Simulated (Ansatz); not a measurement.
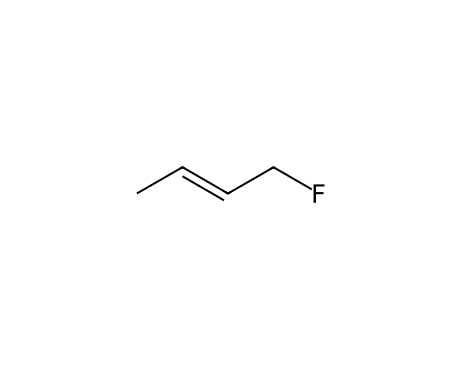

Skeletal drawing of a molecule.

**Transcribe the drawing into SMILES.**

C/C=C/CF

**What is the molecular formula?**

C4H7F.

**An optimisation with PBE0-D4/def2-TZVP gave a structure of which point group?**

Cs. Other conformers may differ.

More results for the same structure follow; atom numbers are the same in all pictures, views and colours differ. The computed structure is the end point of a PBE0-D4/def2-TZVP optimisation.

Shape

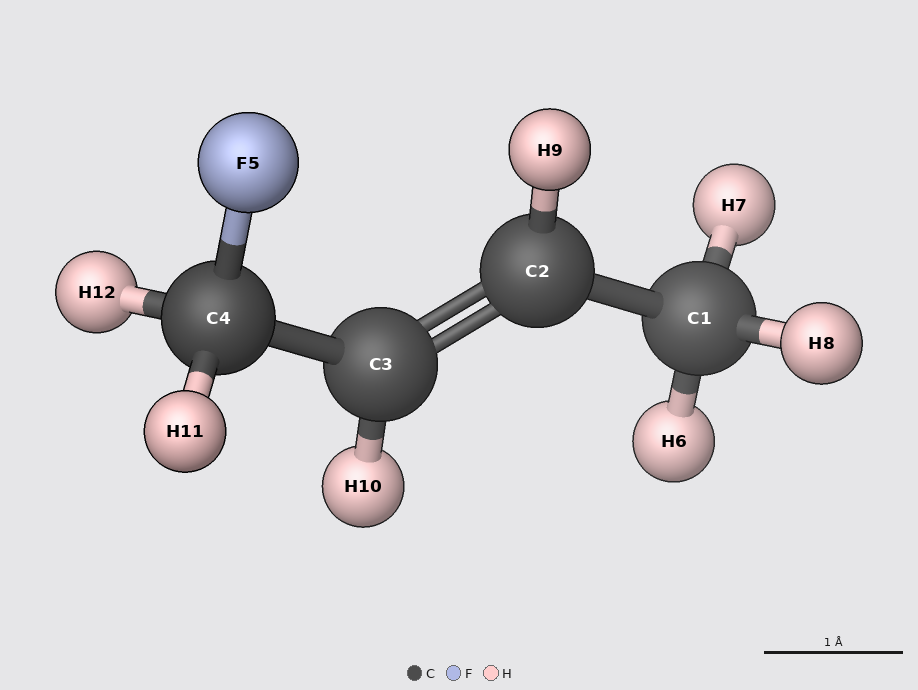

Which atoms are bonded, and how long are the bonds?

```csv
bond,length (Å),order
C1–C2,1.489,single
C1–H6,1.092,single
C1–H7,1.095,single
C1–H8,1.095,single
C2–C3,1.325,double
C2–H9,1.087,single
C3–C4,1.487,single
C3–H10,1.089,single
C4–F5,1.379,single
C4–H11,1.097,single
C4–H12,1.097,single
```

Electronic properties

Method: RKS CAM-B3LYP-D4/def2-TZVPP (Ansatz 0.2.0).

Predict the main results.

- HOMO energy (Kohn–Sham orbital): −8.53 eV
- LUMO energy (Kohn–Sham orbital): 1.63 eV
- HOMO–LUMO gap: 10.17 eV
- dispersion correction: −15.1 kJ/mol

Vibrations

Harmonic vibrations computed with RKS PBE0-D4/def2-TZVP (Ansatz 0.2.0) at a stationary point of the same level.

**How many vibrational modes are there, and where do they lie?**

30 modes: 137, 194, 207, 250, 373, 668, 745, 887, 995, 1001, 1043, 1069, 1126, 1151, 1265, 1308, 1328, 1403, 1418, 1470, 1483, 1491, 1770, 3025, 3038, 3059, 3093, 3125, 3149, 3175 cm⁻¹.

Thermal motion

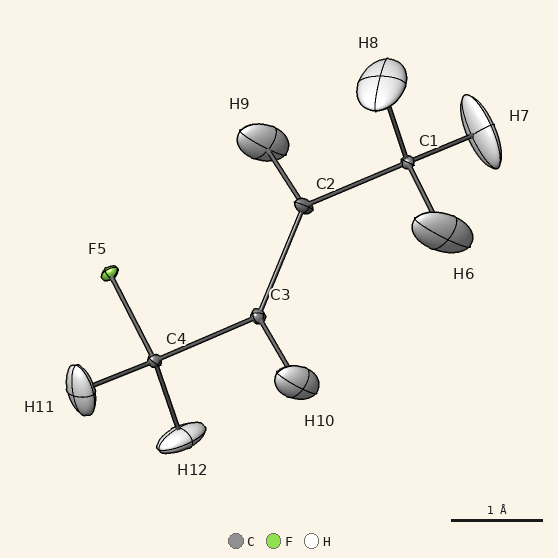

Displacement ellipsoids at the 50 % level, from the internal vibrations of the free molecule (harmonic, no overall translation or rotation; no half-axis is drawn under 0.075 Å). Vibrations computed with RKS PBE0-D4/def2-TZVP (Ansatz 0.2.0). Temperature: 298 K.

**Which atom has the largest mean-square displacement?**

H6, with U_eq = 0.0424 Å².

**Does H6 move more along its bond or across it?**

Across it: the root-mean-square amplitude is 0.088 Å along the bond and up to 0.313 Å across, since bending and torsion are softer than stretching.

Give the displacement parameters, one line for each set of equivalent atoms.

```tsv
atom	U_eq (Å²)	rms amplitudes (Å)
C1	0.0024	0.042, 0.049, 0.056
C2	0.0045	0.044, 0.052, 0.094
C3	0.0029	0.034, 0.058, 0.064
C4	0.0021	0.032, 0.038, 0.062
F5	0.0028	0.025, 0.053, 0.070
H6	0.0424	0.086, 0.148, 0.313
H7, H8	0.0401	0.081, 0.176, 0.288
H9	0.0312	0.083, 0.140, 0.259
H10	0.0239	0.086, 0.126, 0.220
H11, H12	0.0224	0.082, 0.123, 0.213
```
